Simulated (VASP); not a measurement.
Band structure of BP (zinc blende). Calculation: SCAN meta-GGA, VASP's PBE PAW potentials (set 64) (plane waves; VASP).

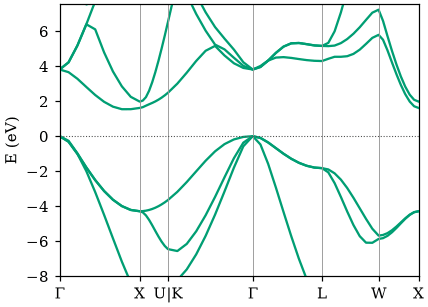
Figure. Bands along high-symmetry lines, zero at the valence-band maximum or, without a gap, the Fermi level

### Question
Read the plot: is there a gap, and where are the band edges?

### Answer
The gap is indirect, 1.54 eV, from the valence maximum at Γ to the conduction minimum at Γ-X at 0.78.

The compound is BP in the zinc blende structure. It was relaxed first.
